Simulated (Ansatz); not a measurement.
**BSiH2Cl (SMILES B[Si]Cl): the electronic atomisation energy, rung by rung**

BSiH2Cl: 5 atoms, total charge 0, spin state triplet. As SMILES, `B[Si]Cl`. Geometry: relaxed at GFN2-xTB.

Quantity: the electronic atomisation energy, in eV. The values are calculated. Electronic energies at fixed atoms, without zero-point motion or spin-orbit coupling.

```csv
level,kind,program,value (eV),less FCI/STO-3G,CPU time (all runs)
UB3LYP/STO-3G,global hybrid,Ansatz,19.55,+2.75,3.4 s
UPBE0/STO-3G,global hybrid,Ansatz,19.81,+3.01,3.5 s
UCAM-B3LYP/STO-3G,range-separated hybrid,Ansatz,19.55,+2.75,4.2 s
RPA@PBE/STO-3G,RPA,Ansatz,15.40,-1.40,4.5 s
UCCSD(T)/STO-3G,coupled cluster or CI,Ansatz,16.78,-0.02,0.69 s
UCCSDT(Q)/STO-3G,coupled cluster or CI,Ansatz,16.80,0.00,2.9 s
UCCSDT/STO-3G,coupled cluster or CI,Ansatz,16.79,-0.01,2.1 s
FCI/STO-3G,exact in the basis,Ansatz,16.80,0.00,56 s
```

FCI/STO-3G is exact within its basis and frozen core, so for wave-function methods in that basis the difference is their error; functionals converge differently with the basis, so for them it is only a difference. The values span 15.40 to 19.81 eV. All rows use very small basis sets, so none should be taken for the real molecule's value. In so small a basis fixed costs decide the times, and correlated methods can beat functionals. CPU times are rough (shared hosts, several kinds of processor and program).

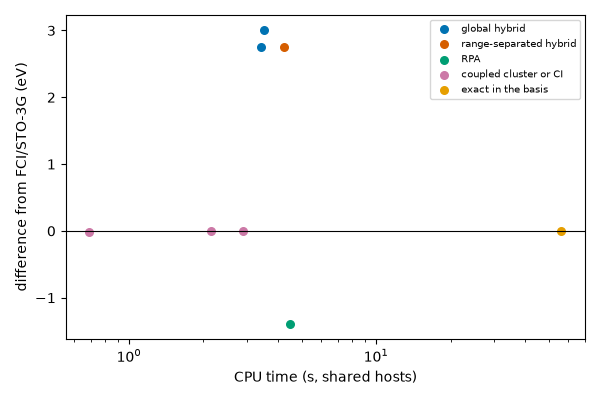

Difference from FCI/STO-3G against processor time, one point a level.
